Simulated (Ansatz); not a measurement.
**CuI: carrier doping**

Take CuI in the zinc blende structure (space group F-43m, No. 216; a = 6.023 Å) as the base.

Carriers are added at fixed cell with a uniform background; the Fermi–Dirac width is that of 300 K.

Calculations: r2SCAN (Ansatz, an electronic-structure program), no spin-orbit coupling.

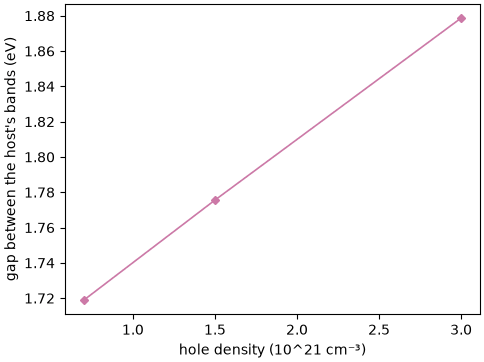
*Gap between the host's bands against hole density*

Problem. From the plot, what is the gap between the host's bands for holes 3.0×10^21 cm⁻³?

Solution. About 1.88 eV.

Problem. Is the trend monotonic over the range shown?

Solution. Yes, it rises throughout, spanning 1.72 eV to 1.88 eV.

Carriers are added with a uniform compensating background; total energy and stress of such cells depend on the potential's zero and are not compared; many-body gap narrowing is missing at this level. Spin-orbit coupling, missing from the scalar runs, can matter with I. No phonon test of stability was made. The final runs are not spin-polarised.
